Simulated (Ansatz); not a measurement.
```
Sc Sn S
1.0
     3.54856    0.00000    0.00000
    -1.77428    3.07314    0.00000
     0.00000    0.00000    7.71147
Sc Sn S
2 1 1
Direct
  0.66667 0.33333 0.29106
  0.66667 0.33333 0.70894
  0.00000 0.00000 0.00000
  0.33333 0.66667 0.50000
```

Space group P-6m2; a structure generated by program, which may or may not match a known phase; computed pressure about −6 GPa in this cell.

These are results of Ansatz, DFT LDA, scalar-relativistic, plane waves, PAW, not measurements.

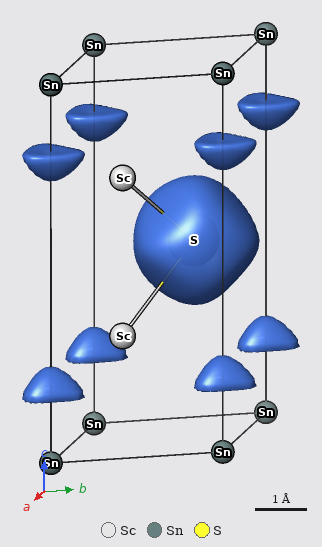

Sc2SnS. Isosurface of the ELF at 0.65 (blue), seen slightly off an axis. Core shells and regions of very low density are left out. Sticks mark near contacts.

In a PAW calculation such maps are meaningful between the atoms, not at the nuclei.

> Describe the localisation domains.

The ELF exceeds this value in one region wrapped around S (its valence shell) and two pockets between the atoms, centred on no nucleus (multi-centre or interstitial), counted in one cell of 4 atoms. Any copies at cell faces, edges or corners count once.

Values along the shortest contacts:
Sc–S (2.61 Å): the ELF peaks at about 0.85 in the valence shell of S, 0.8 Å from its nucleus, and is about 0.35 at the midpoint. Sc–Sn (3.04 Å): the ELF peaks at about 0.50 in the valence shell of Sn, 1.4 Å from its nucleus, and is about 0.40 at the midpoint.
